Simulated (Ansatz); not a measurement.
```
CELL_PARAMETERS angstrom
3.90289 0.00000 0.00000
0.00000 3.90289 0.00000
0.00000 0.00000 5.29290
ATOMIC_POSITIONS crystal
Gd 0.00000 0.00000 0.50000
Gd 0.50000 0.50000 0.00000
Nb 0.00000 0.00000 0.00000
O 0.50000 0.50000 0.50000
```

Space group P4/mmm; a structure generated by program, which may or may not match a known phase; spin-polarised.

Method: DFT PBE, scalar-relativistic, plane waves, PAW (Ansatz).

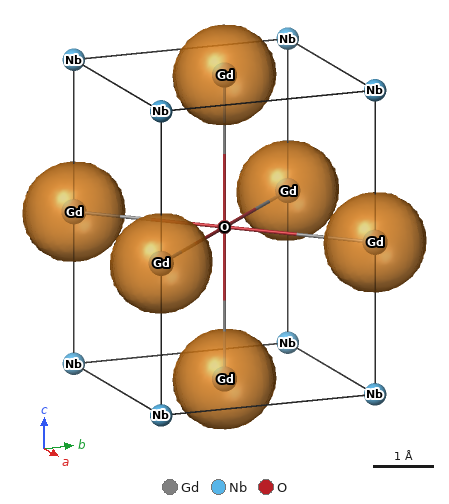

Gd$_{2}$NbO. Isosurface of the spin density (up minus down) at +0.3 e/Å³ (orange), seen slightly off an axis. Sticks mark near contacts.

### Describe the spin distribution.

The spin density sits on Gd: +6.8 μB (×2) in one cell of 4 atoms, with smaller moments on other sites: Nb (up to −0.34 μB): parallel main moments (a ferromagnetic arrangement) in this solution. The cell of the calculation (4 atoms) carries 13.4 μB of net spin moment.
